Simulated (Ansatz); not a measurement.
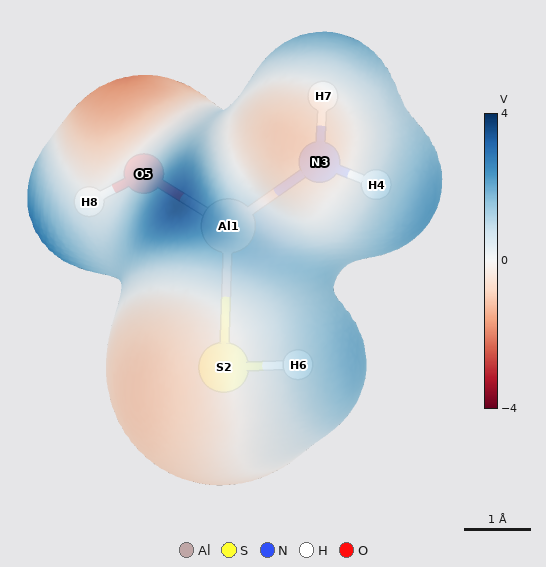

Figure. AlH₄NOS. The molecular electrostatic potential painted on the density surface at 0.004 e/bohr³, seen at a tilt; red is negative and blue positive.

These are results of RKS revPBE-D4/def2-SVP (Ansatz), not measurements.

Input file:

```
crystal:
  periodic: [false, false, false]
  atoms:
    - { symbol: Al, position_ang: [-0.636533, 0.604593, -0.805438] }
    - { symbol: S, position_ang: [0.746332, -1.102364, 1.985184] }
    - { symbol: "N", position_ang: [-0.039469, -0.895073, -1.370784] }
    - { symbol: H, position_ang: [0.453852, -1.639988, 0.763542] }
    - { symbol: O, position_ang: [-0.995328, 2.073562, -0.109745] }
    - { symbol: H, position_ang: [1.964825, -0.691075, 1.541838] }
    - { symbol: H, position_ang: [-0.242873, -1.243311, -2.320458] }
    - { symbol: H, position_ang: [-1.250807, 2.893655, 0.315861] }
basis:
  gaussian: { orbitals: def2-SVP }
hamiltonian:
  xc: revpbe
  dispersion: d4
relax:
  f_tol: 0.03
  max_steps: 50
output:
  orbitals: {}
```

Launched as:

```sh
ansatz run input.yaml --threads 2 --pin off --max-ram 3072MiB --backend cpu --events-out ev --progress --plain --runs-dir out
```

The fields are those of the run's last geometry, not of the input's.

Where is the surface potential most negative and most positive?

The most negative region (about −1.8 V) lies over O5, the most positive (about +3.3 V) over Al1. O5 is the likeliest acceptor of a hydrogen bond.
